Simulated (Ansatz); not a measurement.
# Ca2ZrSnO6 and its Ca-free host: average intercalation voltage

What average voltage does Ca2ZrSnO6 give? Aim: an average intercalation voltage, for Ca2ZrSnO6 and its Ca-free host, run from a script.

Program: Ansatz 0.2.0, driven from Python. Level of theory: DFT PBE, plane waves, PAW. These are calculated values, not measurements.

## 1. The system

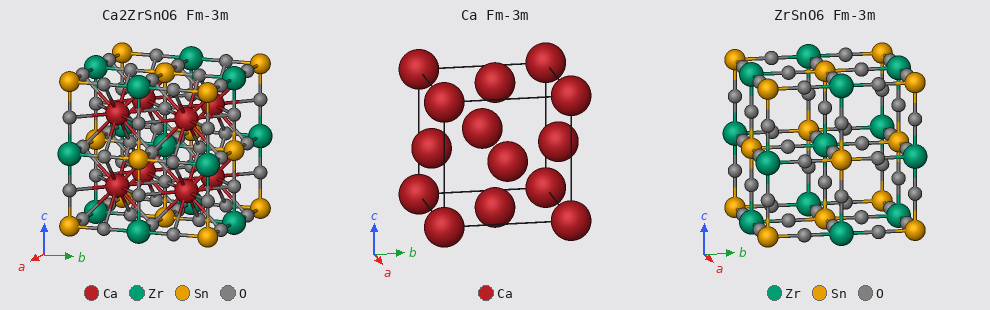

The starting structures, one conventional cell each, each at its own scale.

The script holds or builds the structure itself.

## 2. The code

ca2zrsno6.py reads:

```python
"""Removing Ca from Ca2ZrSnO6: voltage and change of volume, after relaxing cells and atoms."""

from collections import Counter

import ansatz as az
from ase.data import atomic_masses, atomic_numbers
import numpy as np

PHASES = {
    "Ca2ZrSnO6": (
        [[0.0, 4.111426, 4.111426], [4.111426, 0.0, 4.111426], [4.111426, 4.111426, 0.0]],
        [
            ("Ca", [0.25, 0.25, 0.25]),
            ("Ca", [0.75, 0.75, 0.75]),
            ("Zr", [0.5, 0.5, 0.5]),
            ("Sn", [0.0, 0.0, 0.0]),
            ("O", [0.752032, 0.247968, 0.247968]),
            ("O", [0.247968, 0.752032, 0.752032]),
            ("O", [0.247968, 0.752032, 0.247968]),
            ("O", [0.752032, 0.247968, 0.752032]),
            ("O", [0.247968, 0.247968, 0.752032]),
            ("O", [0.752032, 0.752032, 0.247968]),
        ],
    ),
    "Ca": (
        [[0.0, 2.7942, 2.7942], [2.7942, 0.0, 2.7942], [2.7942, 2.7942, 0.0]],
        [
            ("Ca", [0.0, 0.0, 0.0]),
        ],
    ),
}


def build(vectors, sites):
    crystal = az.Crystal(lattice=az.Lattice.of(vectors))
    for symbol, position in sites:
        crystal = crystal.atom(symbol, position)
    return crystal


def compute(name, crystal):
    calc = (
        crystal.calculation()
        .functional("pbe")
        .scf(tolerance=1e-09)
        .basis(500)  # plane waves up to this kinetic energy
        .kpoints(spacing=0.16)
        .occupations("cold", width=0.05)
        .band_table()  # levels at the mesh points
    )
    calc = calc.relax(force_tolerance=0.02, max_steps=40, cell=True)
    return calc.run()

def relaxed_twice(name, crystal):
    # the second pass draws mesh and plane waves anew for the relaxed cell
    first = compute(name, crystal)
    again = az.Crystal(lattice=az.Lattice.of(first.lattice.cell_ang))
    for site in first.report["lattice"]["sites"]:
        again = again.atom(site["symbol"], site["position_frac"])
    return compute(name, again)


def counts(outcome):
    return Counter(site.symbol for site in outcome.lattice.sites)


def gap_ev(outcome):
    # nan where the run reports no band edges: a metal, overlapping bands, or a gap that is small against the smearing
    edges = outcome.report.get("band_edges_ev")
    return edges[1] - edges[0] if edges else float("nan")


def main() -> None:
    phases = {name: build(*cell) for name, cell in PHASES.items()}
    # empty the sites of the mobile ion
    host = phases["Ca2ZrSnO6"].resolved()
    for site in phases["Ca2ZrSnO6"].resolved().sites:
        if site.symbol == "Ca":
            host = host.vacancy("Ca", at=site.position)
    phases["ZrSnO6"] = host.resolved()

    done = {name: relaxed_twice(name, crystal) for name, crystal in phases.items()}

    full, empty, metal = done["Ca2ZrSnO6"], done["ZrSnO6"], done["Ca"]
    n = counts(full)["Ca"]
    reaction = full.report["energy_sigma0_ev"] - empty.report["energy_sigma0_ev"] - n * metal.report["energy_sigma0_ev"] / len(metal.lattice.sites)
    voltage = -reaction / (2 * n)
    v_full, v_empty = (abs(np.linalg.det(o.lattice.cell_ang)) for o in (full, empty))
    print(f"average voltage {voltage:.3f} V for {n} Ca per cell")
    print(f"cell volume {v_empty:.2f} -> {v_full:.2f} A^3 on insertion ({100 * (v_full / v_empty - 1):+.1f} %)")
    print("gaps on the mesh (eV): full", round(gap_ev(full), 2), "empty", round(gap_ev(empty), 2))
    mass = sum(k * atomic_masses[atomic_numbers[e]] for e, k in counts(full).items())
    capacity = 26801 * 2 * n / mass
    print(f"capacity {capacity:.0f} mAh/g of the full compound, energy {capacity * voltage:.0f} Wh/kg")


if __name__ == "__main__":
    main()
```

## 3. The input behind the calls

The engine receives this input (first run):

```yaml
crystal:
  lattice:
    - [0.0, 4.111426, 4.111426]
    - [4.111426, 0.0, 4.111426]
    - [4.111426, 4.111426, 0.0]
  atoms:
    - { symbol: Ca, position: [0.25, 0.25, 0.25] }
    - { symbol: Ca, position: [0.75, 0.75, 0.75] }
    - { symbol: Zr, position: [0.5, 0.5, 0.5] }
    - { symbol: Sn, position: [0.0, 0.0, 0.0] }
    - { symbol: O, position: [0.752032, 0.247968, 0.247968] }
    - { symbol: O, position: [0.247968, 0.752032, 0.752032] }
    - { symbol: O, position: [0.247968, 0.752032, 0.247968] }
    - { symbol: O, position: [0.752032, 0.247968, 0.752032] }
    - { symbol: O, position: [0.247968, 0.247968, 0.752032] }
    - { symbol: O, position: [0.752032, 0.752032, 0.247968] }
basis:
  ecutwfc: 500.0
kpoints:
  mp_grid:
    kspacing: 0.16
hamiltonian:
  xc: pbe
scf:
  convergence:
    dr2_threshold: 1.0e-09
  occupations:
    method: cold
    width: 0.05
relax:
  f_tol: 0.02
  max_steps: 40
  cell: {}
output:
  eigenvalues: true
```

## 4. The run

Launch:

```bash
> python ca2zrsno6.py
```

Output:

```text
DeckWarning: relax.cell: scf.convergence.dr2_threshold = 1e-9 eV is looser than the 1e-10 eV advised for a relaxation that steers and ends on the stress (1e-10 eV for each atom of the cell: 1). What an SCF threshold leaves in a stress goes as its square root, and in the free energy as the threshold itself, and one threshold admits the most on a small cell: of the crystals measured, under no [...]
DeckWarning: relax.cell: scf.convergence.dr2_threshold = 1e-9 eV is looser than the 8e-10 eV advised for a relaxation that steers and ends on the stress (1e-10 eV for each atom of the cell: 8). What an SCF threshold leaves in a stress goes as its square root, and in the free energy as the threshold itself, and one threshold admits the most on a small cell: of the crystals measured, under no [...]
average voltage 4.333 V for 2 Ca per cell
cell volume 139.67 -> 137.55 A^3 on insertion (-1.5 %)
gaps on the mesh (eV): full 3.63 empty nan
capacity 278 mAh/g of the full compound, energy 1203 Wh/kg
```

(Warnings from the package without file and line, shortened.)

Run time: 3.1 min. Hardware: 1 thread of Arm Neoverse V2, shared host; peak memory 0.69 GiB.

## 5. The engine's runs

From the records of these 6 runs:

```csv
run,system,energy (eV/atom),final volume (Å³/atom),pressure (GPa),gap on the mesh (eV),SCF cycles in all,CPU time (s)
1,Ca2ZrSnO6 (10 atoms),-1725.7675,13.75,-0.01,3.63,27,72
2,Ca2ZrSnO6 (10 atoms),-1725.7675,13.75,-0.01,3.63,11,38
3,Ca (1 atom),-1816.8597,42.13,0.01,0.00,20,7.6
4,Ca (1 atom),-1816.8597,42.13,0.01,0.00,10,4.2
5,ZrSnO6 (8 atoms),-1700.8278,17.46,0.03,0.00,17,38
6,ZrSnO6 (8 atoms),-1700.8278,17.46,0.03,0.00,11,26
```

Energies are extrapolated to zero smearing width, as in the script. Totals carry meaning only in balanced differences at one level of theory.

## 6. Path of the relaxation of run 2

Relaxation path:

```csv
step,energy from step 1 (eV/cell),largest force component (eV/Å),pressure (GPa),volume (Å³)
1,0.0000,0.0025,-0.01,137.55
2,0.0000,0.0025,-0.01,137.55
```

Step 1 is the start. Step 2 repeats the geometry before it on a plane-wave basis chosen anew for that cell, so its energy need not be comparable with the rows above.

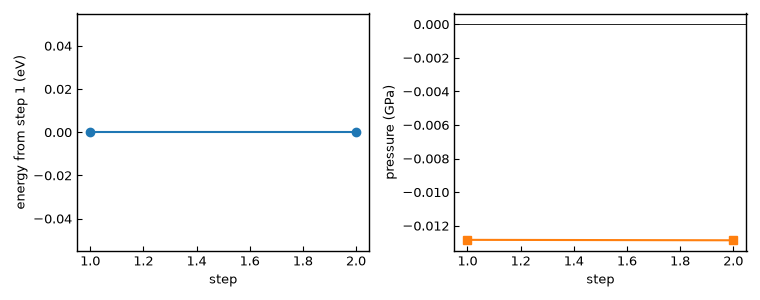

Energy and pressure along the relaxation.

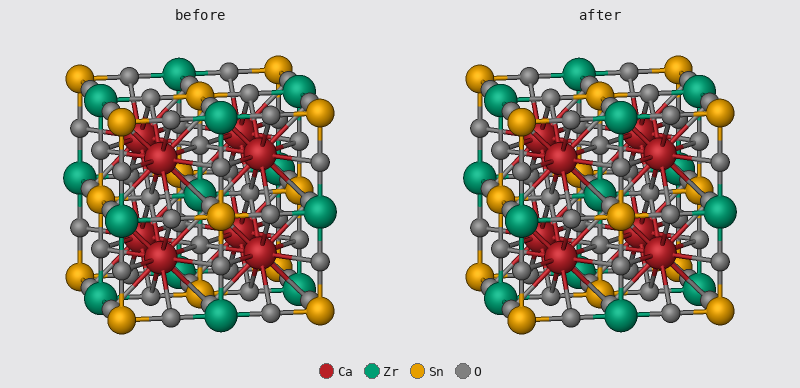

Before and after, at one scale. The change is too small to see at this scale.

Lengths and angles in the start's conventional setting:

|  | before | after | change |
| --- | --- | --- | --- |
| a (Å) | 8.194 | 8.194 | 0.0 % |
| b (Å) | 8.194 | 8.194 | 0.0 % |
| c (Å) | 8.194 | 8.194 | 0.0 % |
| volume (Å³/atom) | 13.75 | 13.75 | 0.0 % |
| shortest distance (Å) | 2.038 | 2.038 | 0.0 % |
| space group (0.01 Å) | Fm-3m | Fm-3m | same |

The run keeps the 48 symmetry operations of the start, so it could not have lowered the symmetry.

## 7. Path of the relaxation of run 6

Step by step:

| step | E - E(step 1) (eV/cell) | largest force component (eV/Å) | pressure (GPa) | volume (Å³) |
| --- | --- | --- | --- | --- |
| 1 | 0.0000 | 0.0183 | 0.03 | 139.67 |
| 2 | 0.0000 | 0.0183 | 0.03 | 139.67 |

Step 1 is the start. Step 2 repeats the geometry before it on a plane-wave basis chosen anew for that cell, so its energy need not be comparable with the rows above.

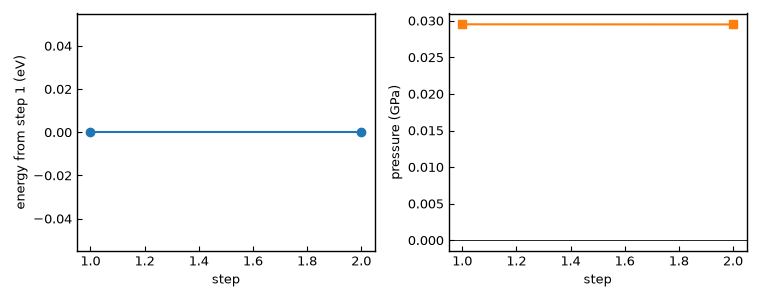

Energy and pressure along the relaxation.

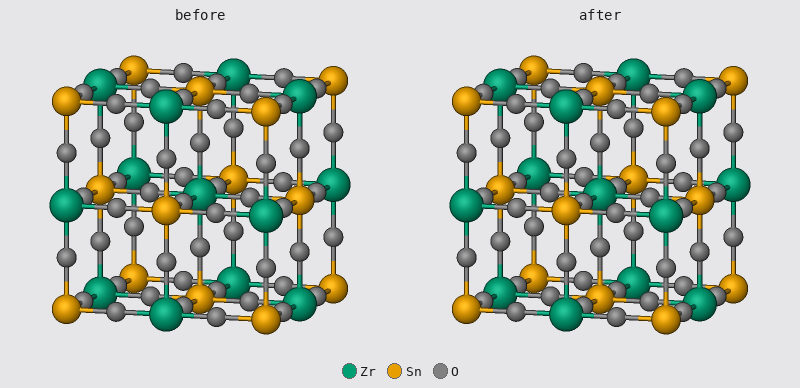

The structure before (left) and after (right) the relaxation, drawn at the same scale. The change is too small to see at this scale.

Lengths and angles in the start's conventional setting:

|  | before | after | change |
| --- | --- | --- | --- |
| a (Å) | 8.236 | 8.236 | 0.0 % |
| b (Å) | 8.236 | 8.236 | 0.0 % |
| c (Å) | 8.236 | 8.236 | 0.0 % |
| volume (Å³/atom) | 17.46 | 17.46 | 0.0 % |
| shortest distance (Å) | 2.044 | 2.044 | 0.0 % |
| space group (0.01 Å) | Fm-3m | Fm-3m | same |

Forces and stress were held to the start's 48 operations: a distortion of lower symmetry was not tested.

## 8. What came out

```
       quantity      value
average voltage    4.333 V
       capacity  278 mAh/g
  runs compared          6
```

In words: The voltage is an average between the two end compositions, without entropy or volume terms. The average voltage against Ca metal is 4.333 V for 2 Ca a cell, and insertion changes the volume by -1.5 %. Run 2: The relaxation took 0 moves; the largest shift is 0.000 Å. The start was already close to the minimum. Run 6: After 0 moves the largest shift is 0.000 Å. The start was already close to the minimum. Caveats:
- Spin is left out of this run.
- The emptied host keeps the framework's symmetry and may not be a stable phase; the voltage is an average over full removal at zero temperature. Mesh, spin state and self-interaction can shift such a voltage by tenths of a volt. It is a formal energy of removing every such ion; where the cations can't give all the electrons, the anions are oxidised, and no electrode works so. Whether this is the phase that is stable at ambient conditions was not tested.
